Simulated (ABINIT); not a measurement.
**BaH2 (P6_3/mmc): G0W0 with ABINIT, start to end**

Wanted: ground state, empty states, screening and self-energy for BaH2 (P6_3/mmc).

Calculated with ABINIT 10.8.3; PBEsol and many-body steps on it, plane waves.

### 1. The structure

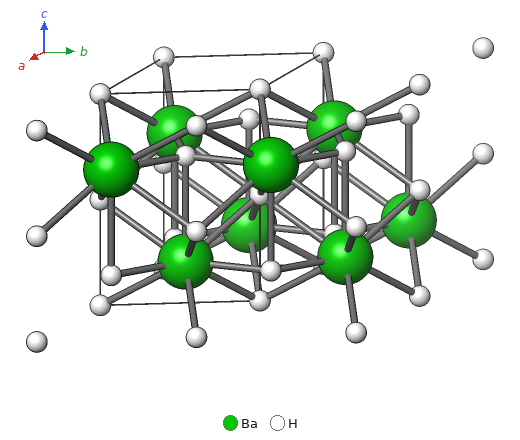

The cell as given, slightly off an axis (barium green, hydrogen white). 2×2×1 cells are drawn. Bonds to atoms that aren't drawn are left out. Some periodic images of atoms are drawn too.

The cell and positions are those that the Materials Project relaxed with its own functionals (PBE, PBE+U or r2SCAN), kept fixed. Spin-orbit coupling is left out unless a step names it.

### 2. Ground state

This step: ABINIT 10.8.3; DFT, PBEsol, plane waves, norm-conserving pseudopotentials.

The ground-state density comes first.

run.abi reads:

```
acell 3*1.0 Angstrom
rprim 
  4.462025052349 0.000000000014 0.000000000000
  -2.231012526186 3.864227047650 0.000000000000
  0.000000000000 0.000000000000 6.055292590000
ntypat 2
znucl 56 1
natom 6
typat 1 1 2 2 2 2
xred 
  0.666666666667 0.333333333333 0.750000000000
  0.333333333333 0.666666666667 0.250000000000
  0.333333333333 0.666666666667 0.750000000000
  0.666666666667 0.333333333333 0.250000000000
  0.000000000000 0.000000000000 0.500000000000
  0.000000000000 0.000000000000 0.000000000000
pp_dirpath "pseudos"
pseudos "Ba.upf, H.upf"
ecut 32
ngkpt 6 6 4
nshiftk 1
shiftk 0 0 0
kptopt 1
chksymbreak 0
nband 19
occopt 1
tolvrs 1e-10
nstep 60
prtwf 0
optforces 0
optstress 0
indata_prefix "in"
outdata_prefix "out"
tmpdata_prefix "tmp"
```

The run is started by

```sh
$ OMP_NUM_THREADS=1 mpirun -n 4 abinit run.abi > log
```

Numbers of over 12 decimals in the logs are rounded to 6 here.

Output:

```text
.Version 10.8.3 of ABINIT. v10.8.2 released Aug 2026.

 Symmetries : space group P6_3/m m c (#194); Bravais hP (primitive hexag.)
================================================================================
 Values of the parameters that define the memory need of the present run
     intxc =       0    ionmov =       0      iscf =       7    lmnmax =       6
     lnmax =       6     mgfft =      60  mpssoang =       3    mqgrid =    3001
     natom =       6  nloc_mem =       1    nspden =       1   nspinor =       1
    nsppol =       1      nsym =      24    n1xccc =    2501    ntypat =       2
    occopt =       1   xclevel =       2
-    mband =          19        mffmem =           1         mkmem =           6
       mpw =        6123          nfft =      121500          nkpt =          21
================================================================================
  Rough estimation (10% accuracy) of disk space for files :
================================================================================

--------------------------------------------------------------------------------
------------- Echo of variables that govern the present computation ------------
--------------------------------------------------------------------------------
 -outvars: echo values of preprocessed input variables --------
            acell      1.8897261259E+00  1.8897261259E+00  1.8897261259E+00 Bohr

      chksymbreak           0
             ecut      3.20000000E+01 Hartree
-          fftalg         312

              ixc     -116133
              kpt      0.00000000E+00  0.00000000E+00  0.00000000E+00
                       1.66666667E-01  0.00000000E+00  0.00000000E+00
                       3.33333333E-01  0.00000000E+00  0.00000000E+00
                       5.00000000E-01  0.00000000E+00  0.00000000E+00
                       1.66666667E-01  1.66666667E-01  0.00000000E+00
                       3.33333333E-01  1.66666667E-01  0.00000000E+00
                       3.33333333E-01  3.33333333E-01  0.00000000E+00
                       0.00000000E+00  0.00000000E+00  2.50000000E-01
                       1.66666667E-01  0.00000000E+00  2.50000000E-01
   [... 10 further rows ...]
                       3.33333333E-01  1.66666667E-01  5.00000000E-01
                       3.33333333E-01  3.33333333E-01  5.00000000E-01
         kptrlatt        6    0    0      0    6    0      0    0    4
          kptrlen      4.57713784E+01
P           mkmem           6
            natom           6
            nband          19
            ngfft          45      45      60
             nkpt          21
            nstep          60
             nsym          24
           ntypat           2
              occ      2.000000  2.000000  2.000000  2.000000  2.000000  2.000000
                       2.000000  2.000000  2.000000  2.000000  2.000000  2.000000
                       0.000000  0.000000  0.000000  0.000000  0.000000  0.000000
                       0.000000
        optforces           0
        optstress           0
            prtwf           0
            rprim      4.4620250523E+00  1.4000000000E-11  0.0000000000E+00
[...]
spgroup         194

           tolvrs      1.00000000E-10

             xred      6.6666666667E-01  3.3333333333E-01  7.5000000000E-01
[...]
znucl       56.00000    1.00000

================================================================================

 chkinp: Checking input parameters for consistency.

================================================================================
== DATASET  1 ==================================================================
-   mpi_nproc: 4, omp_nthreads: 1 (-1 if OMP is not activated)

--- !DatasetInfo
iteration_state: {dtset: 1, }
dimensions: {natom: 6, nkpt: 21, mband: 19, nsppol: 1, nspinor: 1, nspden: 1, mpw: 6123, }
cutoff_energies: {ecut:  32.0, pawecutdg:  -1.0, }
electrons: {nelect:   2.40000000E+01, charge:   0.00000000E+00, occopt:   1.00000000E+00, tsmear:   1.00000000E-02, }

 Real(R)+Recip(G) space primitive vectors, cartesian coordinates (Bohr,Bohr^-1):
 R(1)=  8.4320053  0.0000000  0.0000000  G(1)=  0.1185958  0.0684713  0.0000000
 R(2)= -4.2160027  7.3023308  0.0000000  G(2)=  0.0000000  0.1369426  0.0000000
 R(3)=  0.0000000  0.0000000 11.4428446  G(3)=  0.0000000  0.0000000  0.0873909
 Unit cell volume ucvol=  7.0457361E+02 bohr^3
 Angles (23,13,12)=  9.00000000E+01  9.00000000E+01  1.20000000E+02 degrees

 getcut: wavevector=  0.0000  0.0000  0.0000  ngfft=  45  45  60
         ecut(hartree)=     32.000   => boxcut(ratio)=   2.04919

--- Pseudopotential description ------------------------------------------------
- Ba Generated using ONCVPSP code by D. R. Hamann
- 56.00000  10.00000  180301                  znucl, zion, pspdat
12 -116133 2 -1 1936                          pspcod,pspxc,lmax,lloc,mmax
     nproj     2     2     2
  pspatm : epsatm=   26.37418133
         --- l  ekb(1:nproj) -->
[...]
pspatm: atomic psp has been read  and splines computed

- H Generated using ONCVPSP code by D. R. Hamann
-  1.00000   1.00000  180301                  znucl, zion, pspdat
12 -116133 1 -1 1180                          pspcod,pspxc,lmax,lloc,mmax
     nproj     2     1     0
  pspatm : epsatm=    0.35585368
         --- l  ekb(1:nproj) -->
[...]
1   -0.494138
 pspatm: atomic psp has been read  and splines computed

   1.30012266E+03                                ecore*ucvol(ha*bohr**3)
--------------------------------------------------------------------------------

_setup2: Arith. and geom. avg. npw (full set) are    6093.771    6093.766

================================================================================

--- !BeginCycle
iteration_state: {dtset: 1, }
solver: {iscf: 7, nstep: 60, nline: 4, wfoptalg: 0, }
tolerances: {tolvrs: 1.00E-10, }

     iter   Etot(hartree)      deltaE(h)  residm     vres2
 ETOT  1  -58.544136812078    -5.854E+01 3.436E-02 2.163E+02
 ETOT  2  -58.596778237353    -5.264E-02 2.126E-03 1.561E+00
 ETOT  3  -58.597175463096    -3.972E-04 3.370E-04 2.030E-01
 ETOT  4  -58.597191250721    -1.579E-05 3.285E-04 4.510E-03
 ETOT  5  -58.597191522449    -2.717E-07 7.758E-05 2.965E-04
 ETOT  6  -58.597191544652    -2.220E-08 4.386E-05 5.513E-06
 ETOT  7  -58.597191545033    -3.816E-10 5.614E-05 6.062E-08
 ETOT  8  -58.597191545037    -3.830E-12 2.740E-05 4.778E-10
 ETOT  9  -58.597191545037    -2.345E-13 3.394E-05 9.264E-12

 At SCF step    9       vres2   =  9.26E-12 < tolvrs=  1.00E-10 =>converged.

--- !ResultsGS
iteration_state: {dtset: 1, }
comment   : Summary of ground state results
lattice_vectors:
- [  8.4320053,   0.0000000,   0.0000000, ]
- [ -4.2160027,   7.3023308,   0.0000000, ]
- [  0.0000000,   0.0000000,  11.4428446, ]
lattice_lengths: [   8.43201,    8.43201,   11.44284, ]
lattice_angles: [ 90.000,  90.000, 120.000, ] # degrees, (23, 13, 12)
lattice_volume:   7.0457361E+02
convergence: {deltae: -2.345E-13, res2:  9.264E-12, residm:  3.394E-05, diffor:  0.000E+00, }
etotal    :  -5.85971915E+01
entropy   :   0.00000000E+00
fermie    :   1.51815635E-01
cartesian_stress_tensor: null
pressure_GPa: null
xred      :
- [  6.6667E-01,   3.3333E-01,   7.5000E-01, Ba]
- [  3.3333E-01,   6.6667E-01,   2.5000E-01, Ba]
- [  3.3333E-01,   6.6667E-01,   7.5000E-01,  H]
- [  6.6667E-01,   3.3333E-01,   2.5000E-01,  H]
- [  3.7007E-17,   9.2519E-17,   5.0000E-01,  H]
- [  3.7007E-17,   9.2519E-17,   2.7756E-17,  H]
cartesian_forces: null
force_length_stats: {min: null, max: null, mean: null, }

 Integrated electronic density in atomic spheres:
 ------------------------------------------------
 Atom  Sphere_radius  Integrated_density
[...]
================================================================================

 ----iterations are completed or convergence reached----

 Mean square residual over all n,k,spin=   15.499E-08; max=  33.937E-06
 reduced coordinates (array xred) for    6 atoms
[...]
0.333333333333      0.666666666667      0.750000000000
       0.666666666667      0.333333333333      0.250000000000
       0.000000000000      0.000000000000      0.500000000000
       0.000000000000      0.000000000000      0.000000000000
 rms dE/dt=  0.0000E+00; max dE/dt=  0.0000E+00; dE/dt below (all hartree)
    1       0.000000000000      0.000000000000      0.000000000000
    2       0.000000000000      0.000000000000      0.000000000000
    3       0.000000000000      0.000000000000      0.000000000000
    4       0.000000000000      0.000000000000      0.000000000000
    5       0.000000000000      0.000000000000      0.000000000000
    6       0.000000000000      0.000000000000      0.000000000000

 cartesian coordinates (angstrom) at end:
    1      2.231013     1.288076     4.541469
    2     -7.67e-12     2.576151     1.513823
    3     -7.67e-12     2.576151     4.541469
    4      2.231013     1.288076     1.513823
    5     -0.000000     0.000000     3.027646
    6     -0.000000     0.000000     0.000000
 length scales=  1.889726125908  1.889726125908  1.889726125908 bohr
              =  1.000000000000  1.000000000000  1.000000000000 angstroms
 prteigrs : about to open file out_EIG
 Fermi (or HOMO) energy (hartree) =   0.15182   Average Vxc (hartree)=  -0.33174
 Eigenvalues (hartree) for nkpt=  21  k points:
 kpt#   1, nband= 19, wtk=  0.00694, kpt=  0.0000  0.0000  0.0000 (reduced coord)
  -0.84430   -0.83787   -0.32333   -0.29297   -0.29297   -0.28383   -0.28383   -0.28230
  -0.00795    0.04287    0.13315    0.15182    0.25198    0.25198    0.28885    0.28885
   0.28991    0.28991    0.31860
 prteigrs : prtvol=0 or 1, do not print more k-points.

--- !EnergyTerms
iteration_state     : {dtset: 1, }
comment             : Components of total free energy in Hartree
kinetic             :  1.50880991068832E+01
hartree             :  6.42460586607177E+00
xc                  : -1.46237885652085E+01
Ewald energy        : -4.52642621004392E+01
psp_core            :  1.84526163042131E+00
local_psp           : -2.86509529721478E+01
non_local_psp       :  6.58384548938188E+00
total_energy        : -5.85971915450373E+01
total_energy_eV     : -1.59451081206174E+03
band_energy         : -6.30054859331378E+00

== END DATASET(S) ==============================================================
================================================================================

 -outvars: echo values of variables after computation  --------
           etotal     -5.8597191545E+01
            nband          19
             nkpt          21
          spgroup         194
 [... the other variables as echoed above ...]

 Calculation completed.
```

It took 21 s on 4 MPI ranks of Arm Neoverse V2, shared host; peak memory 0.37 GiB; 82 s of CPU time.

Numbers from this step:

```
total energy               : -1594.5108 eV
gap                        : 1.473 eV
k of the valence top       : 0, 0, 0
k of the conduction bottom : 0.3333, 0.3333, 0.5
least direct gap           : 2.542 eV
```

The gap is indirect, with the least direct gap 1.07 eV higher.

(Continued in part 2 of 3.)

[Paths, hosts, dates, memory and timing lines, banners, echoed tables and standing remarks are left out of the program output.]

[Logs are printed without paths, hosts, clocks, repeated set-up lines and the standing remarks that a program may print on its own settings, such as how far it seeks lower states.]

[Runs of the session that timed out or met a known fault of the program may be left out.]

[Hosts, paths, dates, database ids (printed as entryN), source tags and the programs' standing remarks are cut or masked in the printed files.]

[G0W0 gaps are taken among the corrected bands and points alone; a level outside them can change the order at an edge.]

[Where Ansatz stands beside ABINIT at settings called matched, ABINIT's density can come from a denser mesh and the files from another edition; pairs whose starting gaps differed by over 0.03 eV were left out, so agreement reads better than it is.]
